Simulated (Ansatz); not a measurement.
# CH₇BO: nudged elastic band

- system: CH₇BO
- method: RKS PBE0-D4/def2-SVP (Ansatz 0.2.0)

Figures and captions count atoms from 1; the log counts them from 0 in places.

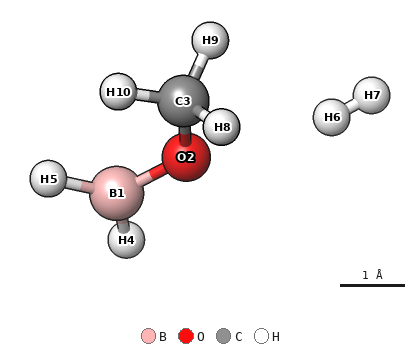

The starting structure (ball-and-stick view, seen at a tilt; atoms are numbered from 1 in the order of the input).

### Results in brief

| quantity | value |
| --- | --- |
| outcome | converged |
| barrier, forward | 1.450 eV |
| barrier, backward | 0.954 eV |
| dipole moment (one image of the band) | 2.16 D |
| hardware | 2 threads of AMD EPYC, 63 GiB of memory available, shared host |
| wall time | 85 s (CPU time 2.7 min) |
| peak memory | 0.39 GiB |

### The input
```yaml
crystal:
  periodic: [false, false, false]
  atoms:
    - {symbol: B, position_ang: [-1.031674, -0.100608, -1.245524]}
    - {symbol: O, position_ang: [-0.031118, 0.078012, -0.373263]}
    - {symbol: C, position_ang: [0.414487, -0.950879, 0.488564]}
    - {symbol: H, position_ang: [-1.329149, 0.836849, -1.926509]}
    - {symbol: H, position_ang: [-1.587227, -1.165480, -1.318655]}
    - {symbol: H, position_ang: [0.840872, 2.225236, 0.858182]}
    - {symbol: H, position_ang: [1.106330, 2.705156, 1.365928]}
    - {symbol: H, position_ang: [1.467769, -1.151073, 0.283541]}
    - {symbol: H, position_ang: [0.316936, -0.611464, 1.521438]}
    - {symbol: H, position_ang: [-0.167327, -1.865649, 0.346197]}
basis:
  gaussian: {orbitals: def2-SVP}
hamiltonian: {xc: pbe0, dispersion: d4}
neb:
  images: 5
  climbing: true
  max_iterations: 40
  initial_path: idpp
  final_atoms:
    - {symbol: B, position_ang: [-0.889993, 0.892881, -0.451724]}
    - {symbol: O, position_ang: [0.467827, -0.029037, -0.540077]}
    - {symbol: C, position_ang: [0.623681, -0.969287, 0.529457]}
    - {symbol: H, position_ang: [-0.754007, 1.646427, -1.384982]}
    - {symbol: H, position_ang: [-1.778579, 0.084865, -0.564727]}
    - {symbol: H, position_ang: [1.221783, 0.569415, -0.569597]}
    - {symbol: H, position_ang: [-0.823675, 1.419047, 0.639601]}
    - {symbol: H, position_ang: [1.548519, -1.527510, 0.383063]}
    - {symbol: H, position_ang: [0.617821, -0.451775, 1.490220]}
    - {symbol: H, position_ang: [-0.233479, -1.634927, 0.468666]}
```

Launch command:
```bash
ansatz run in.yaml --threads 2 --pin off --events-out ev --progress --plain --max-ram 4352MiB
```

### Output
```
Functional definition: PBE0
  name "PBE0"
  cite "Adamo & Barone, J. Chem. Phys. 110, 6158 (1999) doi:10.1063/1.478522"
  cite "Perdew, Burke & Ernzerhof, Phys. Rev. Lett. 77, 3865 (1996) doi:10.1103/PhysRevLett.77.3865"
  parent pbe
  parameter a = 0.25
  parameter kappa = 0.804
  parameter beta = 0.06672455060314922
  exchange = (1 - a)*pbe_x(kappa = kappa, mu = beta*pi^2/3) + a*exact_x
  correlation = pbe_c(beta = beta)
851 factors; integrals over basis functions are off by at most 3.3e-4 eV
mean field evaluation 1: about -3863.7994 eV, gradient 3.5e1 eV
mean field evaluation 2: about -3861.6880 eV, gradient 5.0e1 eV
mean field evaluation 4: about -3866.5357 eV, gradient 1.8e0 eV
mean field evaluation 8: about -3866.5389 eV, gradient 1.0e-2 eV
mean field -3866.53892583 eV, -142.0926846900 hartree, gradient 5.7e-5 eV, S^2 0.000000; 0 other end points of the search recorded, 0 dependent functions left out
the calculation of the forces begins
reference -3866.53895322 eV, -142.0926856965 hartree; 13, 13 occupied and 64, 64 virtual orbitals, 851 factors
852 factors; integrals over basis functions are off by at most 1.2e-3 eV
mean field evaluation 16: about -3865.9720 eV, gradient 5.8e0 eV
mean field -3866.03295869 eV, -142.0740907406 hartree, gradient 2.3e-5 eV, S^2 0.000000; 0 other end points of the search recorded, 0 dependent functions left out
[... from here on the field's lines of each further geometry are left out, up to the last ...]
WARN: NEB end point (image 0): max|allowed force component| = 3.873e-1 eV/Å (the criterion of neb.relax_end_points is 1.000e-2). That is over neb.f_tol: it is no minimum, so the barrier can be far off. Relax it first
WARN: NEB end point (image 6): max|allowed force component| = 3.789e-1 eV/Å (the criterion of neb.relax_end_points is 1.000e-2). That is over neb.f_tol: it is no minimum, so the barrier can be far off. Relax it first
NEB iter   1: max|band force component| = 4.982e0 eV/Å  barrier→ = 5.7125 eV  barrier← = 5.2163 eV  Δτ_max = 0.2000 Å  (165 SCF iters)
NEB iter   2: max|band force component| = 3.443e0 eV/Å  barrier→ = 4.3891 eV  barrier← = 3.8928 eV  Δτ_max = 0.2000 Å  (138 SCF iters)
NEB iter   3: max|band force component| = 7.755e0 eV/Å  barrier→ = 3.4376 eV  barrier← = 2.9414 eV  Δτ_max = 0.1025 Å  (133 SCF iters)
NEB iter   4: max|band force component| = 2.552e0 eV/Å  barrier→ = 2.9915 eV  barrier← = 2.4952 eV  Δτ_max = 0.2000 Å  (128 SCF iters)
NEB iter   5: max|band force component| = 2.726e0 eV/Å  barrier→ = 2.4857 eV  barrier← = 1.9894 eV  Δτ_max = 0.1004 Å  (123 SCF iters)
NEB iter   6: max|band force component| = 1.901e0 eV/Å  barrier→ = 2.2311 eV  barrier← = 1.7348 eV  Δτ_max = 0.0999 Å  (123 SCF iters)
NEB iter   7: max|band force component| = 1.039e0 eV/Å  barrier→ = 1.9616 eV  barrier← = 1.4653 eV  Δτ_max = 0.1012 Å  (122 SCF iters)
NEB iter   8: max|band force component| = 6.841e-1 eV/Å  barrier→ = 1.7217 eV  barrier← = 1.2255 eV  Δτ_max = 0.1020 Å  (121 SCF iters)
NEB iter   9: max|band force component| = 8.219e-1 eV/Å  barrier→ = 1.5531 eV  barrier← = 1.0568 eV  Δτ_max = 0.0506 Å  (126 SCF iters)
NEB iter  10: max|band force component| = 8.043e-1 eV/Å  barrier→ = 1.4225 eV  barrier← = 0.9262 eV  Δτ_max = 0.0506 Å  (121 SCF iters)
NEB iter  11: max|band force component| = 6.581e-1 eV/Å  barrier→ = 1.2842 eV  barrier← = 0.7879 eV  Δτ_max = 0.0510 Å  (121 SCF iters)
NEB iter  12: max|band force component| = 1.214e0 eV/Å  barrier→ = 1.1487 eV  barrier← = 0.6525 eV  CI = image 4  Δτ_max = 0.0501 Å  (121 SCF iters)
NEB iter  13: max|band force component| = 1.070e0 eV/Å  barrier→ = 1.2715 eV  barrier← = 0.7752 eV  CI = image 4  Δτ_max = 0.1010 Å  (118 SCF iters)
NEB iter  14: max|band force component| = 9.557e-1 eV/Å  barrier→ = 1.4610 eV  barrier← = 0.9647 eV  CI = image 4  Δτ_max = 0.1107 Å  (119 SCF iters)
NEB iter  15: max|band force component| = 1.036e0 eV/Å  barrier→ = 1.5104 eV  barrier← = 1.0141 eV  CI = image 4  Δτ_max = 0.0553 Å  (120 SCF iters)
NEB iter  16: max|band force component| = 5.491e-1 eV/Å  barrier→ = 1.4723 eV  barrier← = 0.9760 eV  CI = image 4  Δτ_max = 0.0669 Å  (114 SCF iters)
NEB iter  17: max|band force component| = 4.580e-1 eV/Å  barrier→ = 1.4605 eV  barrier← = 0.9642 eV  CI = image 4  Δτ_max = 0.0725 Å  (115 SCF iters)
NEB iter  18: max|band force component| = 3.047e-1 eV/Å  barrier→ = 1.4546 eV  barrier← = 0.9583 eV  CI = image 4  Δτ_max = 0.0966 Å  (117 SCF iters)
NEB iter  19: max|band force component| = 1.655e-1 eV/Å  barrier→ = 1.4509 eV  barrier← = 0.9546 eV  CI = image 4  Δτ_max = 0.0817 Å  (114 SCF iters)
NEB iter  20: max|band force component| = 1.050e-1 eV/Å  barrier→ = 1.4501 eV  barrier← = 0.9539 eV  CI = image 4  Δτ_max = 0.0668 Å  (114 SCF iters)
NEB iter  21: max|band force component| = 6.127e-2 eV/Å  barrier→ = 1.4499 eV  barrier← = 0.9536 eV  CI = image 4  Δτ_max = 0.0249 Å  (113 SCF iters)
the calculation of the forces begins
reference -3865.87577728 eV, -142.0683144302 hartree; 13, 13 occupied and 64, 64 virtual orbitals, 853 factors
these checks for a lower state are left out or cut short: stability, starts, cluster_reference, orbital_swaps, neighbouring_geometries, increment
853 factors; integrals over basis functions are off by at most 1.2e-3 eV
mean field -3865.40920520 eV, -142.0511682228 hartree, gradient 1.5e-6 eV, S^2 0.000000; 0 other end points of the search recorded, 0 dependent functions left out
the calculation of the forces begins
reference -3865.40923120 eV, -142.0511691782 hartree; 13, 13 occupied and 64, 64 virtual orbitals, 853 factors
NEB iter  22: max|band force component| = 2.438e-2 eV/Å  barrier→ = 1.4498 eV  barrier← = 0.9535 eV  CI = image 4  CI's point: of a kind that is not told: the force calls were inconclusive, a negative curvature could not be distinguished from the path's own, the only one lies far off the path, or fixed occupations may fill a level only in part  Δτ_max = 0.0000 Å  (1128 SCF iters)
```

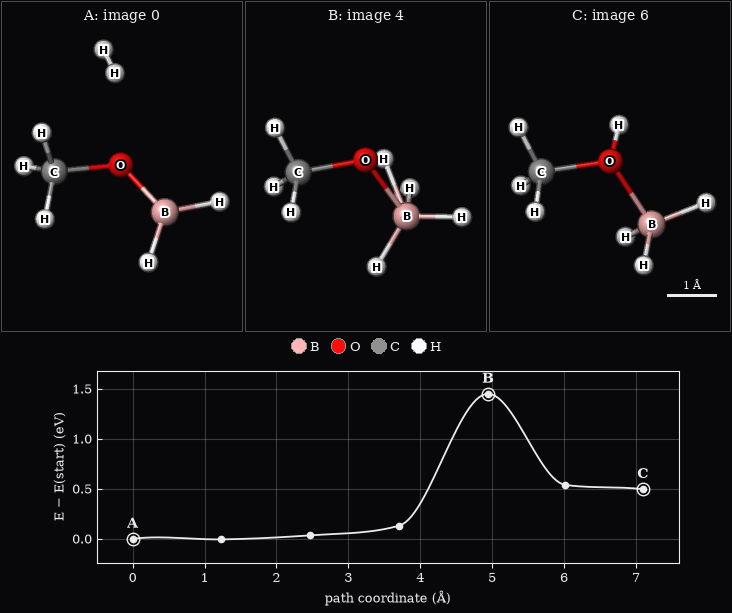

Images of the last band (counted from 0; ball-and-stick, seen at a tilt) above the energy along the path; the line is a cubic interpolation that uses the forces. The highest image is number 4, 1.450 eV above the start and 0.953 eV above the end (the climbing image); the end lies 0.496 eV above the start. The path is 7.10 Å long. The band converged in 22 iterations. The end points carry forces over 0.1 eV/Å, so they aren't fully relaxed minima and the barriers are approximate.

```
Total energy: -3865.17723379 eV, -142.0426434306 hartree
Atom 0 at    -0.861957     0.666764    -0.536346 Å, force     0.018612     0.025863     0.020123 eV/Å
Atom 1 at     0.592035     0.126941    -0.466638 Å, force     0.004184    -0.019256     0.004387 eV/Å
Atom 2 at     0.811964    -0.984746     0.370936 Å, force    -0.001028     0.019410    -0.012570 eV/Å
Atom 3 at    -1.131580     1.128485    -1.618211 Å, force    -0.002825    -0.000884    -0.001884 eV/Å
Atom 4 at    -1.668929    -0.001336     0.069980 Å, force    -0.001918    -0.000846     0.001947 eV/Å
Atom 5 at     0.239994     1.190106     0.139274 Å, force    -0.014681     0.000895    -0.003240 eV/Å
Atom 6 at    -0.611564     1.740451     0.264933 Å, force    -0.001601    -0.016806    -0.012991 eV/Å
Atom 7 at     1.886477    -1.218814     0.366456 Å, force     0.000854    -0.001133     0.002601 eV/Å
Atom 8 at     0.493183    -0.790821     1.410859 Å, force    -0.002060    -0.003214     0.002673 eV/Å
Atom 9 at     0.250276    -1.856929    -0.001345 Å, force     0.000461    -0.004028    -0.001045 eV/Å
Dipole moment:     0.243198    -0.129035     0.355964 e Å
```

### The last band as extended XYZ (Å, eV, eV/Å)
```
10
Properties=species:S:1:pos:R:3:forces:R:3 image=0 energy=-3866.62696
B    -1.0317   -0.1006   -1.2455    0.1751   0.0601   0.1349
O    -0.0311    0.0780   -0.3733    0.0453  -0.1575   0.1312
C     0.4145   -0.9509    0.4886   -0.1519   0.3873  -0.3066
H    -1.3291    0.8368   -1.9265   -0.0788   0.2306  -0.1724
H    -1.5872   -1.1655   -1.3187   -0.1317  -0.2510  -0.0197
H     0.8409    2.2252    0.8582   -0.1930  -0.3568  -0.3685
H     1.1063    2.7052    1.3659    0.1888   0.3413   0.3600
H     1.4678   -1.1511    0.2835    0.2915  -0.0737  -0.0276
H     0.3169   -0.6115    1.5214   -0.0051   0.0691   0.2925
H    -0.1673   -1.8656    0.3462   -0.1404  -0.2494  -0.0237
10
Properties=species:S:1:pos:R:3:forces:R:3 image=1 energy=-3866.63286
B    -0.9435   -0.0183   -1.1899   -0.0041  -0.0018   0.0024
O     0.2299   -0.0409   -0.5433   -0.0010   0.0068  -0.0072
C     0.5495   -0.9890    0.4448    0.0004  -0.0073   0.0086
H    -1.0929    0.8450   -2.0221   -0.0018  -0.0005  -0.0005
H    -1.8010   -0.8387   -0.9280    0.0009  -0.0067  -0.0066
H     0.5627    2.1280    0.7639    0.0018   0.0010   0.0015
H     0.5523    2.6249    1.3410    0.0063   0.0024   0.0023
H     1.4281   -1.5682    0.1224   -0.0011   0.0041  -0.0007
H     0.8052   -0.4647    1.3781   -0.0018   0.0006   0.0013
H    -0.2904   -1.6780    0.6330    0.0004   0.0015  -0.0012
10
Properties=species:S:1:pos:R:3:forces:R:3 image=2 energy=-3866.59243
B    -0.8495    0.1569   -0.9795   -0.0003  -0.0164  -0.0066
O     0.3965   -0.2254   -0.6646   -0.0034   0.0064  -0.0029
C     0.6743   -1.1394    0.3691   -0.0013   0.0104  -0.0073
H    -0.9634    0.9731   -1.8631    0.0012  -0.0078  -0.0075
H    -1.8032   -0.3098   -0.3880   -0.0071  -0.0206  -0.0193
H     0.3533    2.1142    0.5858    0.0008   0.0129   0.0083
H    -0.0927    2.5733    0.9967    0.0067   0.0187   0.0241
H     1.5942   -1.6863    0.1176   -0.0091  -0.0155  -0.0062
H     0.8395   -0.5985    1.3146    0.0225   0.0006   0.0035
H    -0.1490   -1.8579    0.5114   -0.0099   0.0113   0.0138
10
Properties=species:S:1:pos:R:3:forces:R:3 image=3 energy=-3866.49574
B    -0.8158    0.3218   -0.7906   -0.0017  -0.0756  -0.0517
O     0.3966   -0.2576   -0.7196   -0.0360  -0.0979  -0.0439
C     0.7252   -1.1392    0.3282   -0.0046  -0.0172  -0.0292
H    -1.0239    1.0554   -1.7274    0.0121  -0.0194  -0.0276
H    -1.6719    0.0710    0.0355   -0.0048  -0.0107  -0.0112
H     0.2894    1.8767    0.4393    0.0021   0.1562   0.0730
H    -0.3676    2.2173    0.6147    0.0243   0.1055   0.0911
H     1.8124   -1.3019    0.3236   -0.0026   0.0053  -0.0113
H     0.4310   -0.7347    1.3115   -0.0060   0.0103  -0.0242
H     0.2245   -2.1089    0.1847    0.0172  -0.0564   0.0349
10
Properties=species:S:1:pos:R:3:forces:R:3 image=4 energy=-3865.17721
B    -0.8620    0.6668   -0.5363    0.0186   0.0259   0.0201
O     0.5920    0.1269   -0.4666    0.0042  -0.0193   0.0044
C     0.8120   -0.9847    0.3709   -0.0010   0.0194  -0.0126
H    -1.1316    1.1285   -1.6182   -0.0028  -0.0009  -0.0019
H    -1.6689   -0.0013    0.0700   -0.0019  -0.0008   0.0019
H     0.2400    1.1901    0.1393   -0.0147   0.0009  -0.0032
H    -0.6116    1.7405    0.2649   -0.0016  -0.0168  -0.0130
H     1.8865   -1.2188    0.3665    0.0009  -0.0011   0.0026
H     0.4932   -0.7908    1.4109   -0.0021  -0.0032   0.0027
H     0.2503   -1.8569   -0.0013    0.0005  -0.0040  -0.0010
10
Properties=species:S:1:pos:R:3:forces:R:3 image=5 energy=-3866.08810
B    -1.0603    0.7512   -0.4050   -0.0347   0.0180   0.0135
O     0.4975    0.1969   -0.4392   -0.0100   0.0157  -0.0041
C     0.8245   -0.9033    0.4045    0.0005  -0.0018   0.0168
H    -1.2481    1.1592   -1.5362   -0.0041   0.0078   0.0074
H    -1.7144   -0.2263   -0.0878   -0.0048  -0.0234  -0.0267
H     1.0185    0.9726   -0.1986    0.1100  -0.0323  -0.0410
H    -1.0126    1.6257    0.4526   -0.0432  -0.0137   0.0229
H     1.9005   -1.1139    0.3246   -0.0046   0.0080   0.0022
H     0.5421   -0.6997    1.4484   -0.0036   0.0100   0.0051
H     0.2523   -1.7622    0.0366   -0.0056   0.0116   0.0041
10
Properties=species:S:1:pos:R:3:forces:R:3 image=6 energy=-3866.13069
B    -1.0934    0.6450   -0.4264    0.2079  -0.0505  -0.0397
O     0.4632    0.1276   -0.5297   -0.0321  -0.2345   0.1894
C     0.8568   -0.7942    0.4938   -0.0900   0.3516  -0.3789
H    -1.1570    1.4580   -1.3164   -0.0319   0.1868  -0.2042
H    -1.7306   -0.3643   -0.6015   -0.1719  -0.2235  -0.0493
H     1.0284    0.9072   -0.5107    0.0733   0.1276  -0.0222
H    -1.1810    1.1081    0.6917   -0.0307   0.1116   0.2537
H     1.8991   -1.0748    0.3410    0.2818  -0.0982  -0.0317
H     0.7032   -0.3515    1.4794   -0.0379   0.0916   0.2880
H     0.2111   -1.6610    0.3789   -0.1685  -0.2625  -0.0053
```

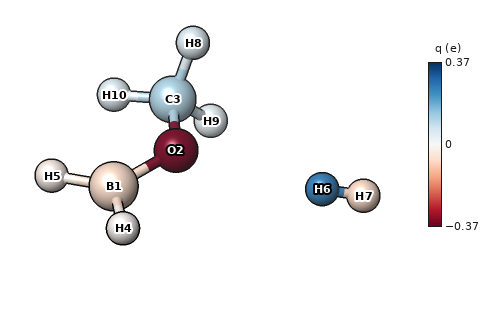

Mulliken charges, as the colour of each atom (ball-and-stick view, seen at a tilt; atoms are numbered from 1 in the order of the input). By element: B −0.06, O −0.35, C +0.12 and H −0.08 to +0.26 e.
